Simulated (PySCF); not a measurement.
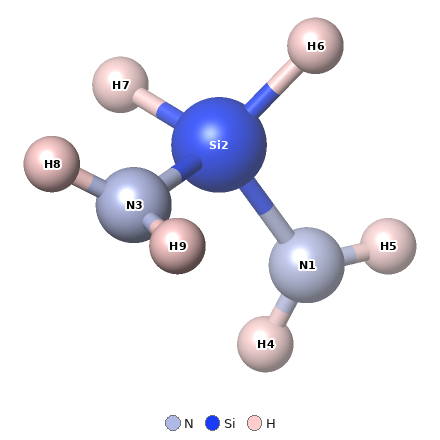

SiN₂H₆, SMILES N[SiH2]N. Vertical core-electron binding energies by ΔSCF (SCAN, pcX-2 on the ionised atom, pcseg-1 elsewhere, spin-free X2C; PySCF 2.14.0, at a PBE0-D3(BJ)/def2-SVP geometry (no frequency check)), gas phase, against the vacuum level. One atom of each kind was ionised; within a panel, areas follow the number of like atoms and 2j + 1 (2p levels are split by first-order spin-orbit coupling, an approximation), Gaussians of 1.0 eV full width. Only the regions named are shown. Lines closer than the width merge in the curve.

**Predict the Si 2p photoelectron lines.**

```
   level  atoms  binding energy (eV)
Si 2p1/2    Si2                107.5
Si 2p3/2    Si2                106.9
```

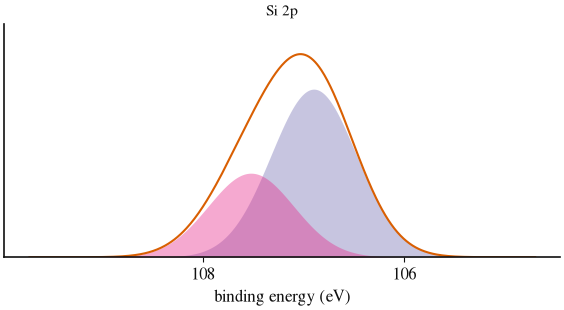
